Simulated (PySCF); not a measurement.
System: SF (charge −1).

```xyz
2

S     0.0000    0.0000   -0.6489
F     0.0000    0.0000    1.0921
```

The calculation used PBE0/aug-cc-pVDZ(-PP), non-relativistic Hamiltonian with scalar-relativistic core potentials where named, at a bond length of 1.741 Å in PySCF 2.14.0.

Question: What will maps of the electron density and electron localisation function show?

Answer: S–F (1.74 Å): ρ at the midpoint is about 0.97 e/Å³; the ELF peaks at about 0.80 in the valence shell of F, 0.5 Å from its nucleus, and is about 0.60 at the midpoint.

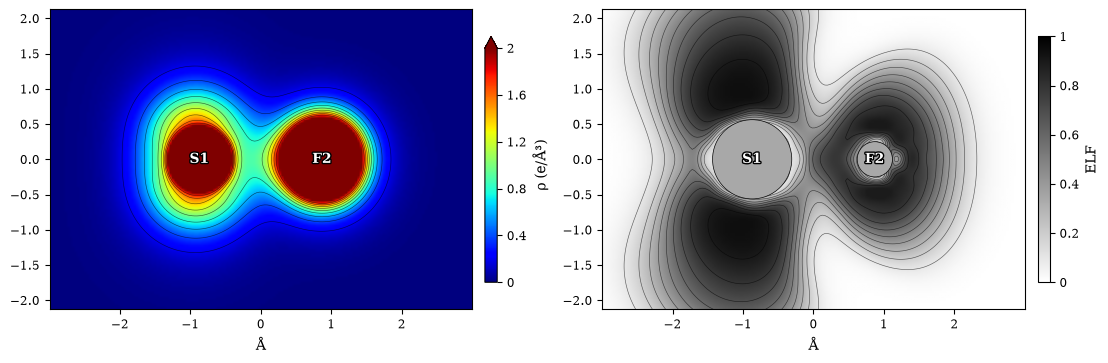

Computed electron density and electron localisation function on a plane that holds the molecular axis, in this order. Grey discs cover the atomic cores in the ELF map. 
